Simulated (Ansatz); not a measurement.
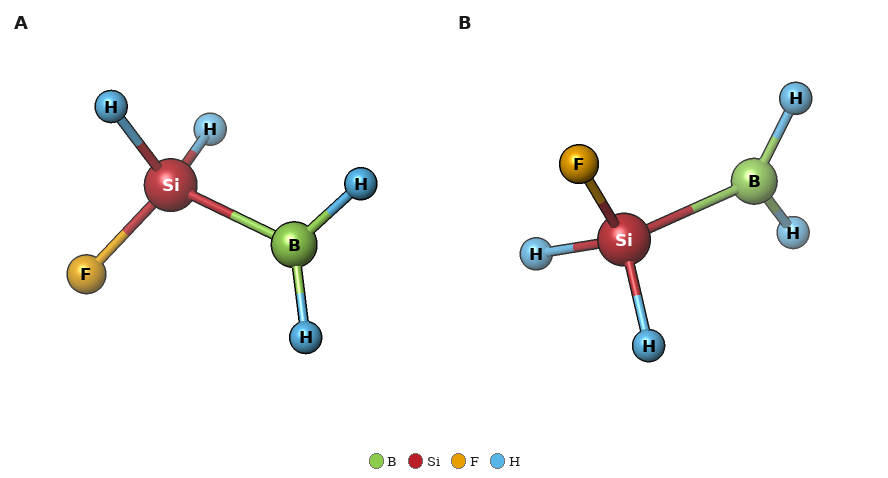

Atoms fade into the background with distance from the viewer. The computed structure is the end point of a PBE0-D4/def2-TZVP optimisation. No frequency run is at hand to confirm it as a minimum.

Question: Are A and B the same structure? If not, how do they differ?

Answer: Yes. They are the same structure, BFH4Si, seen from two directions. With point group Cs it is achiral, so its mirror image would be the same too.
